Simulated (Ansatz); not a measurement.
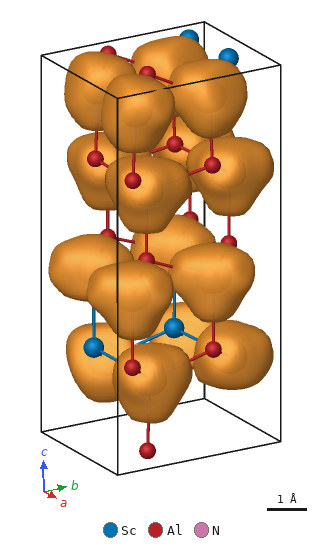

ScAl₃N₄. Isosurface of the electron localisation function at 0.7 (orange), seen slightly off an axis. Core shells and regions of very low density are left out. Sticks mark near contacts.

Space group P1; a generated structure, not necessarily the stable one.

These are results of Ansatz, DFT LDA, scalar-relativistic, plane waves, PAW, not measurements.

Core electrons are frozen (PAW), and the valence fields are smoothed inside the atomic spheres.

Describe the localisation domains.

Answer. The surface consists of 16 regions on N in which the atom's valence shell and bonds are merged, counted in one cell of 32 atoms. Regions shared between cells count once. Along the contacts the grid gives the following. Al–N (1.84 Å): the ELF peaks at about 0.85 in the valence shell of N, 0.7 Å from its nucleus, and is about 0.85 at the midpoint. Sc–N (1.99 Å): the ELF peaks at about 0.85 in the valence shell of N, 0.6 Å from its nucleus, and is about 0.25 at the midpoint; no shared electron pair shows on this line.
